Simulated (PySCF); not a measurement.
SMILES [GeH3]/[CH]=C\OC, GFN2-xTB optimised geometry. Atoms within 1.6 Å of the plane z = 0.0 Å (x, y, z in Å): C1 (2.65, -0.44, 0.00), O2 (1.24, -0.44, 0.00), C3 (0.63, 0.77, 0.00), C4 (-0.70, 0.79, 0.00), Ge5 (-1.56, -0.94, -0.01), H6 (2.96, -1.48, 0.00), H7 (3.05, 0.05, -0.89), H8 (3.05, 0.06, 0.89), H9 (1.27, 1.65, 0.00), H10 (-1.22, 1.73, 0.00), H11 (-1.17, -1.73, -1.21), H12 (-1.18, -1.73, 1.20), H13 (-3.05, -0.78, -0.01).

Method: PBE0/def2-TZVP (PySCF 2.14.0). Cells within 0.4 Å of a nucleus heavier than hydrogen are left out (blank, or x).

Map of the HOMO−1 amplitude (bohr^(-3/2)), clipped to [-0.25, 0.25] on the plane z = 0.0 Å; orbital energy -8.84 eV, overall sign arbitrary:

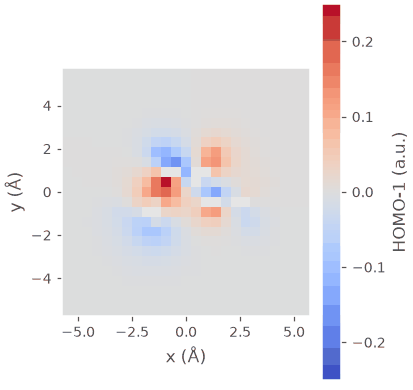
Figure: HOMO−1 amplitude (bohr^(-3/2)), clipped to [-0.25, 0.25] on the plane z = 0.0 Å.
